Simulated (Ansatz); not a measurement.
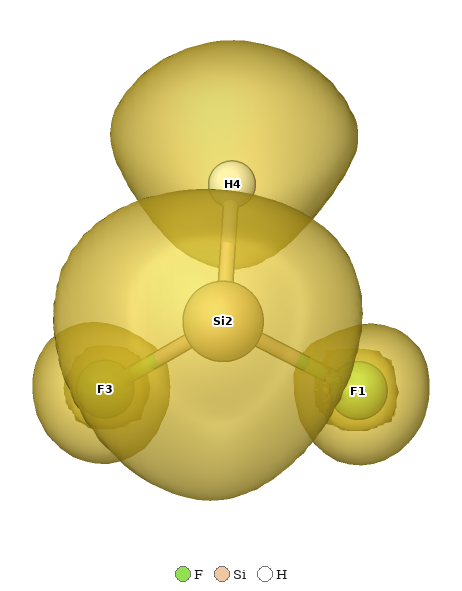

The picture shows: F2HSi (SMILES F[SiH-]F) (charge −1). Isosurface of the ELF at 0.8 (yellow), seen across its widest extent. Only the valence region is drawn (cores and ρ < 0.01 e/Å³ removed).

Geometry: PBE0-D4/def2-TZVPD; the highest occupied orbital lies above zero, a sign that basis and functional describe the outermost electron poorly.

These are results of RKS PBE0-D4/def2-TZVPPD (Ansatz 0.2.0), not measurements.

Identify the bonds, lone pairs and shells in this picture.

Answer. The ELF exceeds this value in one region around a hydrogen nucleus, one lobe on Si, pointing away from the bonds (lone pairs) and two regions wrapped around F (its lone pairs, merged into a ring or cap). Profiles from the grid: Si–F (1.68 Å): the ELF peaks at about 0.85 in the valence shell of F, 0.6 Å from its nucleus, and is about 0.55 at the midpoint. Si–H (1.57 Å): the ELF climbs to about 1 towards the hydrogen, as it does in any bond to H.
